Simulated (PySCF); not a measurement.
Ionisation energy of Ta ([Xe] 4f¹⁴ 5d³ 6s² → [Xe] 4f¹⁴ 5d³ 6s). PySCF, def2-TZVPPD with a 60-electron core potential, unrestricted single determinants, no spin-orbit coupling. Methods marked “valence” freeze 8 core electrons.

The results, method by method:

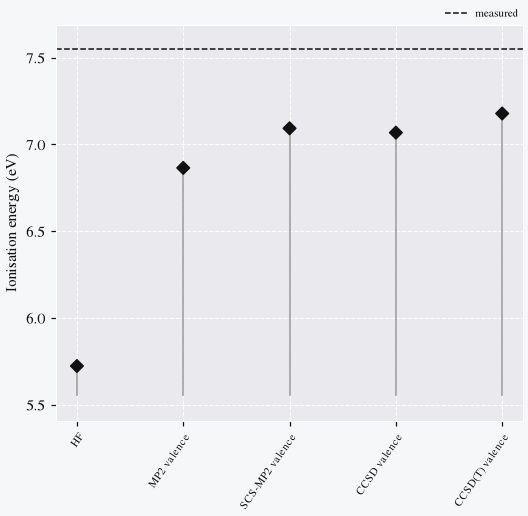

```tsv
Method	Ionisation energy (eV)
HF	5.72
MP2 valence	6.86
SCS-MP2 valence	7.09
CCSD valence	7.07
CCSD(T) valence	7.18
```

The values run from 5.72 eV (HF) to 7.18 eV (CCSD(T) valence). The measured value is 7.55 eV; nearest to it come CCSD(T) valence (−0.37) and SCS-MP2 valence (−0.46), furthest HF (−1.83 eV).

Known limits: spin-orbit shift not estimated.
